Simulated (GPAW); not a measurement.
# Screening of a field by a 7-layer slab of Ti(0001), part 2 of 2

Aim: the dipole that a field along the normal induces in a 7-layer slab of Ti(0001).

GPAW 26.7.0; GPAW, PAW setups; slab in vacuum, relaxation (the session's first sound run).

So far, upper work function (eV): step 2 (relaxing the atoms) 4.38; step 3 (the slab's potential) 4.38.

**5. In a field**

File run.py:

```python
import json
import numpy as np
from ase import Atoms
from gpaw import GPAW, PW
from gpaw.external import ConstantElectricField

slab = Atoms(
    ['Ti', 'Ti', 'Ti', 'Ti', 'Ti', 'Ti', 'Ti'],
    positions=[
        [0.00000, 0.00000, 8.00000],
        [2.95000, 1.70318, 10.34230],
        [0.00000, 0.00000, 12.68460],
        [2.95000, 1.70318, 15.01005],
        [0.00000, -0.00000, 17.31081],
        [2.95000, 1.70318, 19.69992],
        [0.00000, 0.00000, 21.87172]],
    cell=[[2.95, 0.0, 0.0], [1.475, 2.55477, 0.0], [0.0, 0.0, 30.0538]],
    pbc=[True, True, False])

slab.calc = GPAW(mode=PW(400), xc='PBE', kpts={'size': (12, 12, 1), 'gamma': True},
                 occupations={'name': 'fermi-dirac', 'width': 0.1}, nbands='160%',
                 convergence={'density': 1e-05}, maxiter=200,
                 poissonsolver={'dipolelayer': 'xy'},
                 external=ConstantElectricField(-0.1, [0, 0, 1]),
                 symmetry={'tolerance': 1e-3}, txt='slab.txt')
result = {}
energy = slab.get_potential_energy()
fermi = slab.calc.get_fermi_level()
v = slab.calc.get_electrostatic_potential().mean((0, 1)) - fermi
n = slab.calc.get_pseudo_density().mean((0, 1))
L = slab.cell[2, 2]
z = np.arange(len(v)) * L / len(v)
low, high = slab.positions[:, 2].min(), slab.positions[:, 2].max()
below, above = np.interp([low - 5.8, high + 5.8], z, v)
slopes = [np.interp(x, z, np.gradient(v, z)) for x in (low - 5.8, high + 5.8)]
eps = np.array([[slab.calc.get_eigenvalues(k, s) for k in range(len(slab.calc.get_ibz_k_points()))]
                for s in range(slab.calc.get_number_of_spins())]) - fermi
top, bottom = eps[eps < 0].max(), eps[eps > 0].min()
dipole = slab.get_dipole_moment()[2]
print(f'energy {energy:.4f} eV, Fermi level {fermi:.4f} eV, dipole {dipole:.5f} e A')
print(f'potential 5.8 A off the faces, from the Fermi level: lower {below:.4f} eV, upper {above:.4f} eV')
print(f'slope of the potential there: lower {slopes[0]:.5f}, upper {slopes[1]:.5f} eV/A')
print(f'nearest levels on the mesh: {top:.4f} and {bottom:.4f} eV')
print('magnetic moment', round(slab.get_magnetic_moment(), 3))
result.update(energy=energy, fermi=fermi, dipole=dipole, below=below, above=above, slopes=slopes, edges=[top, bottom],
              z=z.tolist(), v=v.tolist(), n=n.tolist(), positions=slab.positions.tolist(),
              forces=slab.get_forces(apply_constraint=False).tolist(), moments=slab.get_magnetic_moments().tolist())
json.dump(result, open('result.json', 'w'))
```

Started as:

```
$ OMP_NUM_THREADS=1 OPENBLAS_NUM_THREADS=1 python run.py
```

The log of the run:

```text
energy -44.3872 eV, Fermi level 2.6666 eV, dipole -0.07516 e A
potential 5.8 A off the faces, from the Fermi level: lower 3.4860 eV, upper 5.2911 eV
slope of the potential there: lower -0.00030, upper 0.00020 eV/A
nearest levels on the mesh: -0.0030 and 0.0104 eV
magnetic moment 0.0
```

Elapsed: 7.1 min, on 1 thread of AMD EPYC 9R45, shared host; peak memory 0.65 GiB.

Numbers from this step:

```
dipole along the normal                                         : -0.07516 e·Å
levels nearest the Fermi level on the mesh                      : -0.002977, 0.01037 eV from the Fermi level
potential below the slab, the applied field's own ramp left out : 3.486 eV from the Fermi level
potential above the slab, the applied field's own ramp left out : 5.291 eV from the Fermi level
```

The electrostatic potential energy of an electron (without an applied field's), less the Fermi level, planar mean oscillates, so the rows of the table below give means over windows of 2.36 Å about each position, cut where the curve ends. Its maxima inside the range that stand out by 2 % of the span (Å: eV): 9.1: -0.811, 11.5: -0.753, 13.8: -0.635, 16.2: -0.580, 18.5: 0.153, 20.8: -0.767, 28.4: 5.29. Its minima: 7.9: -20.2, 10.3: -19.9, 12.7: -19.7, 15.0: -19.5, 17.3: -19.2, 19.7: -18.8, 21.9: -18.9.

Electrostatic potential energy of an electron (without an applied field's), less the Fermi level, planar mean against z; means over each step:

| z (Å) | electrostatic potential energy of an electron (without an applied field's), less the Fermi level, planar mean (eV) |
| --- | --- |
| 1.18 | 3.56 |
| 3.54 | 3.48 |
| 5.90 | 2.28 |
| 8.26 | -9.06 |
| 10.62 | -8.71 |
| 12.98 | -8.53 |
| 15.34 | -8.37 |
| 17.70 | -7.94 |
| 20.06 | -8.19 |
| 22.42 | -6.64 |
| 24.78 | 5.05 |
| 27.14 | 5.29 |
| 29.50 | 5.24 |

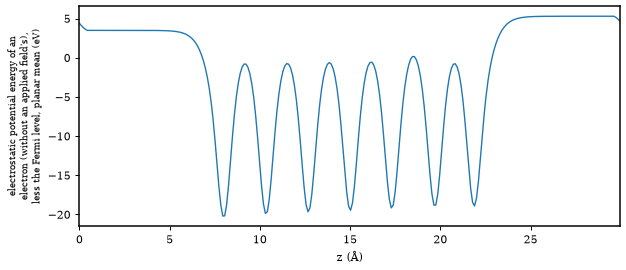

Electrostatic potential energy of an electron (without an applied field's), less the Fermi level, planar mean, plotted against z.

Force by atom:

| atom | x (eV/Å) | y (eV/Å) | z (eV/Å) | size |
| --- | --- | --- | --- | --- |
| Ti1 | 0.000 | 0.000 | 0.540 | 0.540 |
| Ti2 | 0.000 | 0.000 | -0.555 | 0.555 |
| Ti3 | 0.000 | 0.000 | 0.012 | 0.012 |
| Ti4 | 0.000 | 0.000 | -0.009 | 0.009 |
| Ti5 | 0.000 | 0.000 | 0.016 | 0.016 |
| Ti6 | 0.000 | 0.000 | 0.002 | 0.002 |
| Ti7 | 0.000 | 0.000 | -0.008 | 0.008 |

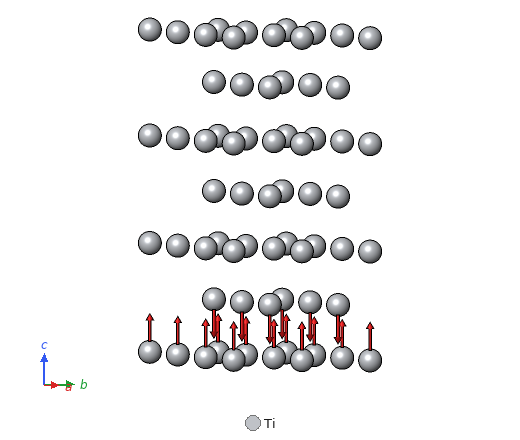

Force as arrows, the longest 0.555 eV/Å. 3×2×1 cells are drawn. Some periodic images of atoms are drawn too.

The dipole is now -0.0752 e Å, against 0.0016 in the run without a field.

**6. In a field**

run.py, as its differences from that of step 5:

```diff
@@ -23,3 +23,3 @@
                  poissonsolver={'dipolelayer': 'xy'},
-                 external=ConstantElectricField(-0.1, [0, 0, 1]),
+                 external=ConstantElectricField(-0.05, [0, 0, 1]),
                  symmetry={'tolerance': 1e-3}, txt='slab.txt')
```

The log of the run:

```text
energy -44.3845 eV, Fermi level 2.6648 eV, dipole -0.03675 e A
potential 5.8 A off the faces, from the Fermi level: lower 3.9514 eV, upper 4.8344 eV
slope of the potential there: lower -0.00033, upper 0.00015 eV/A
nearest levels on the mesh: -0.0029 and 0.0108 eV
magnetic moment 0.0
```

It took 6.3 min on 1 thread; peak memory 0.66 GiB.

The electrostatic potential energy of an electron (without an applied field's), less the Fermi level, planar mean oscillates, so the rows of the table below give means over windows of 2.36 Å about each position, cut where the curve ends. Its maxima inside the range that stand out by 2 % of the span (Å: eV): 9.1: -0.515, 11.5: -0.576, 13.8: -0.576, 16.2: -0.639, 18.5: -0.0183, 20.8: -1.06. Its minima: 7.9: -19.8, 10.3: -19.6, 12.7: -19.5, 15.0: -19.5, 17.3: -19.3, 19.7: -19.0, 21.9: -19.3.

Table of electrostatic potential energy of an electron (without an applied field's), less the Fermi level, planar mean by z; means over each step:

| z (Å) | electrostatic potential energy of an electron (without an applied field's), less the Fermi level, planar mean (eV) |
| --- | --- |
| 1.18 | 3.99 |
| 3.54 | 3.94 |
| 5.90 | 2.72 |
| 8.26 | -8.72 |
| 10.62 | -8.49 |
| 12.98 | -8.42 |
| 15.34 | -8.39 |
| 17.70 | -8.07 |
| 20.06 | -8.44 |
| 22.42 | -7.01 |
| 24.78 | 4.60 |
| 27.14 | 4.83 |
| 29.50 | 4.81 |

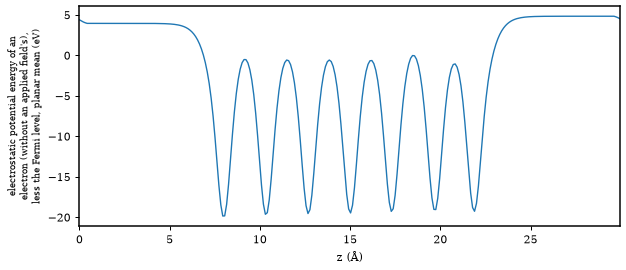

Electrostatic potential energy of an electron (without an applied field's), less the Fermi level, planar mean against z.

**7. Field on**

run.py, as its differences from that of step 6:

```diff
@@ -23,3 +23,3 @@
                  poissonsolver={'dipolelayer': 'xy'},
-                 external=ConstantElectricField(-0.05, [0, 0, 1]),
+                 external=ConstantElectricField(0.05, [0, 0, 1]),
                  symmetry={'tolerance': 1e-3}, txt='slab.txt')
```

The log of the run:

```text
energy -44.3847 eV, Fermi level 2.6603 eV, dipole 0.04008 e A
potential 5.8 A off the faces, from the Fermi level: lower 4.8853 eV, upper 3.9236 eV
slope of the potential there: lower -0.00041, upper 0.00008 eV/A
nearest levels on the mesh: -0.0027 and 0.0116 eV
magnetic moment 0.0
```

It took 6.2 min on 1 thread; peak memory 0.65 GiB.

**8. Field on**

run.py, as its differences from that of step 7:

```diff
@@ -23,3 +23,3 @@
                  poissonsolver={'dipolelayer': 'xy'},
-                 external=ConstantElectricField(0.05, [0, 0, 1]),
+                 external=ConstantElectricField(0.1, [0, 0, 1]),
                  symmetry={'tolerance': 1e-3}, txt='slab.txt')
```

The log of the run:

```text
energy -44.3876 eV, Fermi level 2.6575 eV, dipole 0.07850 e A
potential 5.8 A off the faces, from the Fermi level: lower 5.3537 eV, upper 3.4696 eV
slope of the potential there: lower -0.00046, upper 0.00005 eV/A
nearest levels on the mesh: -0.0025 and 0.0120 eV
magnetic moment 0.0
```

Run time: 6.5 min. Hardware: 1 thread; peak memory 0.66 GiB.

The electrostatic potential energy of an electron (without an applied field's), less the Fermi level, planar mean oscillates, so the rows of the table below give means over windows of 2.36 Å about each position, cut where the curve ends. Its maxima inside the range that stand out by 2 % of the span (Å: eV): 0.5: 5.35, 9.1: 0.372, 11.5: -0.0455, 13.8: -0.399, 16.2: -0.816, 18.5: -0.533, 20.8: -1.93. Its minima: 8.1: -18.8, 10.3: -18.9, 12.7: -19.2, 15.0: -19.5, 17.3: -19.6, 19.7: -19.8, 21.9: -20.3.

Table of electrostatic potential energy of an electron (without an applied field's), less the Fermi level, planar mean by z; means over each step:

| z (Å) | electrostatic potential energy of an electron (without an applied field's), less the Fermi level, planar mean (eV) |
| --- | --- |
| 1.18 | 5.28 |
| 3.54 | 5.35 |
| 5.90 | 4.06 |
| 8.26 | -7.70 |
| 10.62 | -7.82 |
| 12.98 | -8.12 |
| 15.34 | -8.43 |
| 17.70 | -8.47 |
| 20.06 | -9.19 |
| 22.42 | -8.13 |
| 24.78 | 3.26 |
| 27.14 | 3.47 |
| 29.50 | 3.53 |

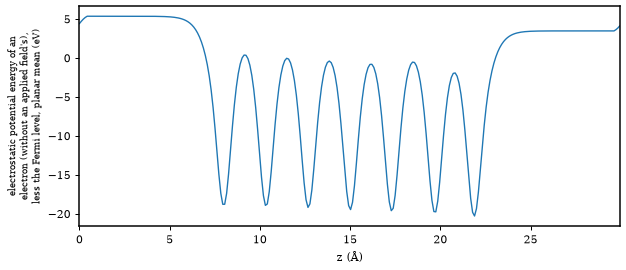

Electrostatic potential energy of an electron (without an applied field's), less the Fermi level, planar mean, plotted against z.

The dipole is now 0.0785 e Å, against 0.0016 in the run without a field.

**9. In a field**

run.py, as its differences from that of step 8:

```diff
@@ -23,3 +23,3 @@
                  poissonsolver={'dipolelayer': 'xy'},
-                 external=ConstantElectricField(0.1, [0, 0, 1]),
+                 external=ConstantElectricField(0.2, [0, 0, 1]),
                  symmetry={'tolerance': 1e-3}, txt='slab.txt')
```

The log of the run:

```text
energy -44.3994 eV, Fermi level 2.6511 eV, dipole 0.15540 e A
potential 5.8 A off the faces, from the Fermi level: lower 6.2933 eV, upper 2.5630 eV
slope of the potential there: lower -0.00059, upper 0.00001 eV/A
nearest levels on the mesh: -0.0023 and 0.0123 eV
magnetic moment 0.0
```

Wall time 6.4 min (1 thread); peak memory 0.66 GiB.

The dipole is now 0.155 e Å, against 0.0016 in the run without a field.

**10. In a field**

run.py, as its differences from that of step 9:

```diff
@@ -23,3 +23,3 @@
                  poissonsolver={'dipolelayer': 'xy'},
-                 external=ConstantElectricField(0.2, [0, 0, 1]),
+                 external=ConstantElectricField(0.3, [0, 0, 1]),
                  symmetry={'tolerance': 1e-3}, txt='slab.txt')
```

The log of the run:

```text
energy -44.4188 eV, Fermi level 2.6432 eV, dipole 0.23222 e A
potential 5.8 A off the faces, from the Fermi level: lower 7.2360 eV, upper 1.6613 eV
slope of the potential there: lower -0.00078, upper -0.00002 eV/A
nearest levels on the mesh: -0.0021 and 0.0135 eV
magnetic moment 0.0
```

Run time: 6.3 min. Hardware: 1 thread; peak memory 0.65 GiB.

The dipole is now 0.232 e Å, against 0.0016 in the run without a field.

**11. The series**

The members are put on one axis.

This step: induced dipole against applied field (GPAW 26.7.0).

The dipole along the normal by field:

| field (V/Å) | dipole along the normal (e·Å) |
| --- | --- |
| -0.200 | -0.152 |
| -0.100 | -0.0752 |
| -0.050 | -0.0368 |
| 0.000 | 0.00156 |
| 0.050 | 0.0401 |
| 0.100 | 0.0785 |
| 0.200 | 0.155 |
| 0.300 | 0.232 |

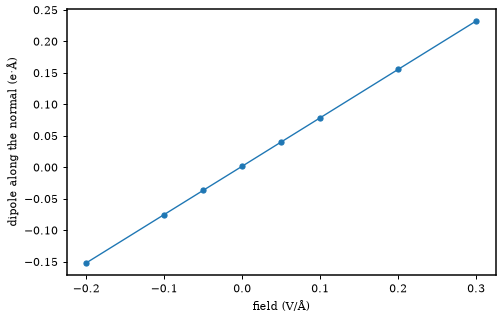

Dipole along the normal against field.

**12. Outcome**

```
work function, upper and lower face            : 4.378 and 4.418 eV
dipole along the normal                        : 0.00156 e Å
induced dipole per field                       : 0.768 e Å per V/Å
out-of-plane polarisability per area, α/(ε0 A) : 18.5 Å
```

In words: The field induces 0.768 e Å per V/Å, a polarisable thickness α/(ε0 A) of 18.5 Å beside 13.9 Å between the outermost nuclei. A perfect conductor would give the distance between its two image planes; a dielectric of thickness t gives t(1 - 1/ε). The measured value for polycrystalline Ti, which weights the faces of low work function, is 4.33 eV (as compiled in "Anisotropic work function of elemental crystals", 2019, arxiv:1902.07811); the relaxed upper face lies 0.048 eV over it with PBE. Measured work functions scatter by a tenth of an eV or more between methods. The induced dipole is linear in the field over this range. The small printed dipole stands for a step of -38 meV from the lower to the upper face, and the probes find -40 meV; values this small are near the numerical noise of both. The runs had no spin polarisation, so a magnetic state, which thin layers of d-metal atoms can have, wasn't tested. The in-plane lattice was kept as typed, which isn't the functional's own and leaves some strain; spin-orbit coupling and temperature are left out.

[Logs are printed without paths, hosts, clocks, repeated set-up lines and the standing remarks that a program may print on its own settings, such as how far it seeks lower states.]

[Hosts, paths, dates, database ids (printed as entryN), source tags and the programs' standing remarks are cut or masked in the printed files.]
